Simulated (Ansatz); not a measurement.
Geometry relaxation of As5O6 (charge +1) (part 2 of 2)

As5O6, charge +1; RKS PBE-D4/def2-SVP (Ansatz 0.2.0). The geometry: GFN1-xTB start.

Geometry of the input (Å):
```
As -2.0047  -1.2981  1.5728
As -1.0876  1.7290  0.2991
As 1.1302  -1.8124  0.1648
As 0.5807  0.3308  -2.1472
As 1.9760  0.5900  0.6089
O  1.8922  0.8905  -1.1177
O  -0.7983  1.1127  -1.2886
O  -2.1351  0.2489  1.0208
O  0.3865  1.2965  1.0894
O  -0.4774  -1.8012  1.1745
O  0.5376  -1.2867  -1.3768
```

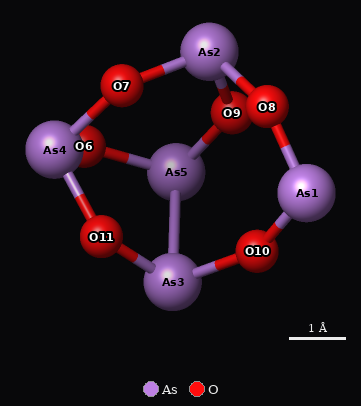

Fig. 1: The geometry at step 5 of the log (ball-and-stick view, seen at a tilt; atoms are numbered from 1 in the order of the input).

What the program printed, continued
```
relax step   9: F+E_penalty+E_count = -316382.81734542 eV  Δ(F+E_penalty+E_count) = -1.823e-4 eV  max|allowed force component| = 4.361e-2 eV/Å  Δτ_max = 0.0177 Å  (23 SCF iters, accepted)
these checks for a lower state are left out or cut short: stability, starts, cluster_reference, orbital_swaps, neighbouring_geometries, increment
2673 factors; their error is unknown
mean field -316381.98577863 eV, -11626.8235259523 hartree, gradient 1.6e-6 eV, S^2 0.000000; 0 other end points of the search recorded, 0 dependent functions left out
the calculation of the forces begins
reference -316381.98582223 eV, -11626.8235275546 hartree; 106, 106 occupied and 138, 138 virtual orbitals, 2673 factors
relax step  10: F+E_penalty+E_count = -316382.81762712 eV  Δ(F+E_penalty+E_count) = -2.817e-4 eV  max|allowed force component| = 8.018e-3 eV/Å  Δτ_max = 0.0096 Å  (24 SCF iters, accepted)
Total energy: -316382.81767072 eV, -11626.8540974229 hartree
Atom 0 at    -1.954293    -1.236681     1.631343 Å, force    -0.000440     0.000756     0.002135 eV/Å
Atom 1 at    -1.096897     1.742172     0.298059 Å, force     0.004805    -0.004201     0.001563 eV/Å
Atom 2 at     1.159334    -1.874344     0.129164 Å, force    -0.001086     0.000996     0.008018 eV/Å
Atom 3 at     0.583523     0.338957    -2.200885 Å, force     0.000753     0.002210     0.003686 eV/Å
Atom 4 at     1.999972     0.579512     0.659599 Å, force    -0.004692    -0.007294    -0.001066 eV/Å
Atom 5 at     1.908488     0.945339    -1.111691 Å, force     0.004616     0.005442    -0.005001 eV/Å
Atom 6 at    -0.831192     1.133736    -1.354752 Å, force    -0.004092     0.001801    -0.000433 eV/Å
Atom 7 at    -2.229780     0.302973     0.904685 Å, force     0.003051    -0.003826    -0.002484 eV/Å
Atom 8 at     0.345358     1.157417     1.207510 Å, force    -0.001780     0.003692    -0.000994 eV/Å
Atom 9 at    -0.355151    -1.766032     1.265955 Å, force     0.001455     0.002359    -0.006663 eV/Å
Atom 10 at     0.470649    -1.323050    -1.429006 Å, force    -0.002590    -0.001935     0.001240 eV/Å
Dipole moment:    -0.223832    -0.262559     0.436172 e Å
Checks for a lower state left out: stability, starts, cluster_reference, orbital_swaps, neighbouring_geometries, increment
```

Trajectory as extended XYZ (Å, eV, eV/Å), 10 frames, from step=1 to step=10
```
11
Properties=species:S:1:pos:R:3:forces:R:3 step=1 energy=-316382.31117
As   -2.0047   -1.2981    1.5728   -1.8760  -1.5275   1.2759
As   -1.0876    1.7290    0.2991   -1.3224   1.2323   0.5893
As    1.1302   -1.8124    0.1648    0.6706  -0.9674   1.1208
As    0.5807    0.3308   -2.1472   -0.3815   0.0319  -1.8221
As    1.9760    0.5900    0.6089    1.0023  -0.0767   1.4828
O     1.8922    0.8905   -1.1177    0.9816   0.8302  -0.5958
O    -0.7983    1.1127   -1.2886   -0.4756  -0.3312  -1.0183
O    -2.1351    0.2489    1.0208   -0.4749   2.2283  -0.8129
O     0.3865    1.2965    1.0894    0.5597  -0.1275   1.1790
O    -0.4774   -1.8012    1.1745    2.1076  -0.7329  -0.3300
O     0.5376   -1.2867   -1.3768   -0.7914  -0.5595  -1.0686
11
Properties=species:S:1:pos:R:3:forces:R:3 step=2 energy=-316382.68201
As   -1.9901   -1.2854    1.5734   -0.6833  -0.6412   0.4818
As   -1.0939    1.7785    0.2965   -0.5804   0.1910   0.1447
As    1.1582   -1.8838    0.1261    0.1611  -0.0084   0.6976
As    0.5770    0.3123   -2.1692   -0.1401   0.1513  -0.5654
As    1.9906    0.6273    0.6636    0.1657  -0.3856   0.2987
O     1.8866    0.9023   -1.0991    0.5129   0.3885  -0.3107
O    -0.8181    1.0958   -1.2984   -0.2671  -0.1100  -0.5090
O    -2.1510    0.2870    0.9983   -0.2940   1.1409  -0.3644
O     0.3705    1.3107    1.1469    0.3921  -0.1150   0.6702
O    -0.4315   -1.8079    1.1777    0.9873  -0.3869  -0.1074
O     0.5018   -1.3369   -1.4157   -0.2542  -0.2246  -0.4362
11
Properties=species:S:1:pos:R:3:forces:R:3 step=3 energy=-316382.79727
As   -2.0300   -1.2864    1.5757    0.0677  -0.0352  -0.0118
As   -1.0818    1.7537    0.3088    0.0079  -0.0873   0.0052
As    1.1555   -1.8665    0.1684   -0.0152   0.0876  -0.0967
As    0.5849    0.3291   -2.2023   -0.1190  -0.0830   0.1266
As    2.0324    0.6097    0.6306   -0.1951   0.0011   0.0258
O     1.9075    0.9747   -1.1400    0.0864  -0.0657   0.0442
O    -0.8374    1.0865   -1.3240   -0.0301  -0.0139  -0.0831
O    -2.2086    0.3127    0.9900   -0.0749   0.2303  -0.0983
O     0.3854    1.2205    1.1849    0.0887  -0.0308   0.1112
O    -0.4254   -1.7996    1.2282    0.1740  -0.0238   0.0185
O     0.5174   -1.3343   -1.4202    0.0097   0.0207  -0.0416
11
Properties=species:S:1:pos:R:3:forces:R:3 step=4 energy=-316382.81008
As   -1.9896   -1.2623    1.5704    0.1847   0.0230  -0.0378
As   -1.0861    1.7664    0.3044   -0.0452  -0.1211   0.0122
As    1.1799   -1.8725    0.1370   -0.1352   0.0658  -0.0232
As    0.5728    0.3226   -2.1972    0.0390   0.0076   0.0773
As    1.9996    0.5892    0.6613   -0.0127   0.0378  -0.0819
O     1.9052    0.9404   -1.1190   -0.0774  -0.0046   0.0388
O    -0.8516    1.0877   -1.3296    0.0597  -0.0113   0.0303
O    -2.2182    0.3340    0.9685   -0.0151   0.0268  -0.0443
O     0.3594    1.2131    1.2172    0.0799  -0.0592  -0.0610
O    -0.3737   -1.7679    1.2280   -0.1144  -0.0011   0.0277
O     0.5024   -1.3507   -1.4409    0.0366   0.0363   0.0619
11
Properties=species:S:1:pos:R:3:forces:R:3 step=5 energy=-316382.80887 accepted=F
As   -1.9427   -1.2097    1.6558    0.0321  -0.0842  -0.0597
As   -1.0993    1.7556    0.2979    0.0770  -0.2253  -0.1498
As    1.1664   -1.8741    0.1298   -0.0024  -0.0494  -0.0848
As    0.5836    0.3377   -2.1953    0.0064  -0.0309  -0.0625
As    1.9903    0.5831    0.6683    0.1239  -0.0228  -0.0843
O     1.9030    0.9500   -1.1060    0.0192   0.0187   0.0648
O    -0.8441    1.0984   -1.3435   -0.0283   0.1381   0.1001
O    -2.2202    0.3192    0.9122   -0.0803   0.1135   0.0568
O     0.3426    1.1586    1.2071   -0.1524   0.0846   0.0775
O    -0.3788   -1.7858    1.2150   -0.0137   0.0627   0.1446
O     0.4993   -1.3330   -1.4414    0.0185  -0.0051  -0.0028
11
Properties=species:S:1:pos:R:3:forces:R:3 step=6 energy=-316382.81618
As   -1.9696   -1.2382    1.6149    0.0433  -0.0126  -0.0183
As   -1.0915    1.7479    0.3020    0.0147  -0.0168  -0.0301
As    1.1673   -1.8693    0.1340   -0.0046  -0.0257  -0.0418
As    0.5812    0.3317   -2.1989    0.0118   0.0112  -0.0057
As    2.0024    0.5871    0.6602   -0.0006  -0.0016  -0.0549
O     1.9048    0.9507   -1.1144   -0.0172  -0.0067   0.0325
O    -0.8437    1.0966   -1.3399    0.0140   0.0130   0.0350
O    -2.2293    0.3260    0.9386   -0.0099  -0.0015   0.0007
O     0.3540    1.1744    1.2128   -0.0284  -0.0011  -0.0041
O    -0.3747   -1.7685    1.2322   -0.0382   0.0256   0.0504
O     0.4991   -1.3384   -1.4415    0.0150   0.0163   0.0363
11
Properties=species:S:1:pos:R:3:forces:R:3 step=7 energy=-316382.81686
As   -1.9614   -1.2319    1.6264    0.0027   0.0094  -0.0147
As   -1.0937    1.7456    0.2991    0.0135  -0.0166  -0.0186
As    1.1650   -1.8761    0.1314   -0.0174   0.0174  -0.0441
As    0.5846    0.3363   -2.2003   -0.0144  -0.0144  -0.0028
As    1.9983    0.5808    0.6585    0.0328   0.0133   0.0065
O     1.9037    0.9545   -1.1120    0.0057  -0.0080   0.0178
O    -0.8400    1.1025   -1.3439   -0.0006   0.0185   0.0070
O    -2.2311    0.3229    0.9295   -0.0127  -0.0167   0.0080
O     0.3481    1.1626    1.2104   -0.0166   0.0031   0.0056
O    -0.3698   -1.7652    1.2395   -0.0002   0.0039   0.0311
O     0.4965   -1.3319   -1.4387    0.0072  -0.0100   0.0042
11
Properties=species:S:1:pos:R:3:forces:R:3 step=8 energy=-316382.81716
As   -1.9592   -1.2356    1.6281   -0.0103   0.0098  -0.0059
As   -1.0961    1.7441    0.2986    0.0044   0.0053  -0.0177
As    1.1637   -1.8752    0.1312   -0.0232   0.0180  -0.0356
As    0.5840    0.3377   -2.2003    0.0045  -0.0239  -0.0218
As    1.9978    0.5821    0.6590    0.0410  -0.0059   0.0004
O     1.9071    0.9485   -1.1129    0.0041   0.0085   0.0199
O    -0.8354    1.1168   -1.3496   -0.0182   0.0129   0.0280
O    -2.2298    0.3156    0.9230   -0.0028  -0.0213  -0.0027
O     0.3472    1.1637    1.2084   -0.0202  -0.0002   0.0062
O    -0.3659   -1.7691    1.2491    0.0158   0.0082   0.0120
O     0.4866   -1.3285   -1.4347    0.0048  -0.0114   0.0172
11
Properties=species:S:1:pos:R:3:forces:R:3 step=9 energy=-316382.81734
As   -1.9586   -1.2391    1.6247    0.0125   0.0182  -0.0061
As   -1.0932    1.7445    0.2983   -0.0193  -0.0058   0.0436
As    1.1579   -1.8739    0.1305    0.0398  -0.0045   0.0079
As    0.5822    0.3377   -2.2009   -0.0039   0.0058   0.0142
As    2.0017    0.5808    0.6586   -0.0192  -0.0133   0.0123
O     1.9059    0.9468   -1.1118    0.0064   0.0105  -0.0219
O    -0.8347    1.1262   -1.3499    0.0218  -0.0116  -0.0431
O    -2.2295    0.3061    0.9082    0.0123  -0.0135   0.0080
O     0.3486    1.1629    1.2097    0.0064  -0.0040  -0.0117
O    -0.3565   -1.7664    1.2638   -0.0387   0.0138   0.0024
O     0.4762   -1.3255   -1.4314   -0.0181   0.0046  -0.0058
11
Properties=species:S:1:pos:R:3:forces:R:3 step=10 energy=-316382.81763
As   -1.9543   -1.2367    1.6313   -0.0004   0.0008   0.0021
As   -1.0969    1.7422    0.2981    0.0048  -0.0042   0.0016
As    1.1593   -1.8743    0.1292   -0.0011   0.0010   0.0080
As    0.5835    0.3390   -2.2009    0.0008   0.0022   0.0037
As    2.0000    0.5795    0.6596   -0.0047  -0.0073  -0.0011
O     1.9085    0.9453   -1.1117    0.0046   0.0054  -0.0050
O    -0.8312    1.1337   -1.3548   -0.0041   0.0018  -0.0004
O    -2.2298    0.3030    0.9047    0.0031  -0.0038  -0.0025
O     0.3454    1.1574    1.2075   -0.0018   0.0037  -0.0010
O    -0.3552   -1.7660    1.2660    0.0015   0.0024  -0.0067
O     0.4706   -1.3231   -1.4290   -0.0026  -0.0019   0.0012
```

Summary

| quantity | value |
| --- | --- |
| outcome | converged |
| total energy | −316382.8177 eV |
| mean-field energy | −316381.9858 eV |
| dispersion energy | −0.8318 eV |
| HOMO | −9.72 eV |
| LUMO | −8.64 eV |
| largest force (length of the vector) at the end | 0.009 eV/Å |
| hardware | 4 threads of Arm Neoverse V2, 23 GiB of memory available, shared host |
| wall time | 46 s (CPU time 2.9 min) |
| peak memory | 0.59 GiB |
